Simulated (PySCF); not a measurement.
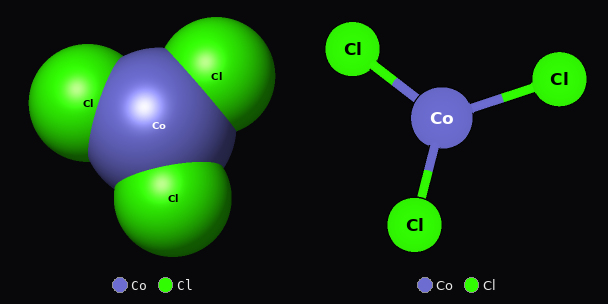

The same structure drawn twice, from different directions.

State: neutral, quintet. Computed geometry: PBE0-D3(BJ)/def2-SVP optimisation. No frequency run is at hand to confirm it as a minimum. Other spin states may lie lower.

What does the picture show?

The molecule is CoCl₃. As SMILES it reads `[Cl][Co]([Cl])[Cl]`. It is an open-shell species. All atoms lie on one plane. Coordination: 1 Co trigonal planar.
